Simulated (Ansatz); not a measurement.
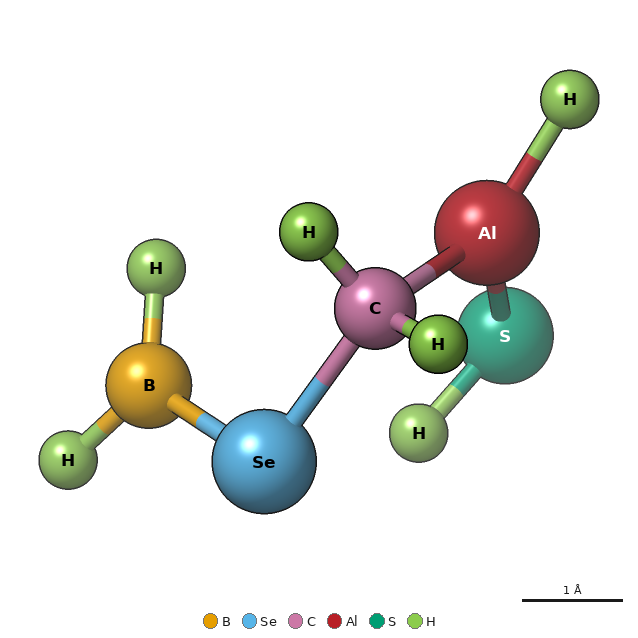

Distant atoms are faded towards the background colour. Computed geometry: PBE-D4/def2-SVP optimisation. No frequency run is at hand to confirm it as a minimum. Masses are those of the most abundant isotopes; constants are for the rigid equilibrium geometry.

What kind of rotor is it, and what are its rotational constants in MHz?

An asymmetric top (C1): A = 3218, B = 1029, C = 880 MHz. Ray's parameter κ is −0.87, close to the prolate limit.
